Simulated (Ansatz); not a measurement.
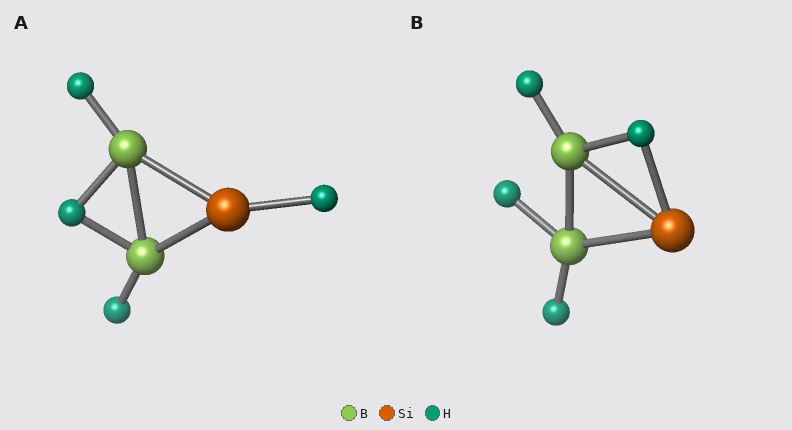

2 stationary structures of one formula. Geometries: PBE-D4/def2-SVP. Electronic energies: PBE-D4/def2-SVP (Ansatz 0.2.0), without zero-point energy. No frequency run is at hand to confirm each as a minimum. Each is one conformer, not always the lowest.

Which is lowest in energy, and by how much?

B is lowest (Cs); A lies 0.565 eV above it (Cs).
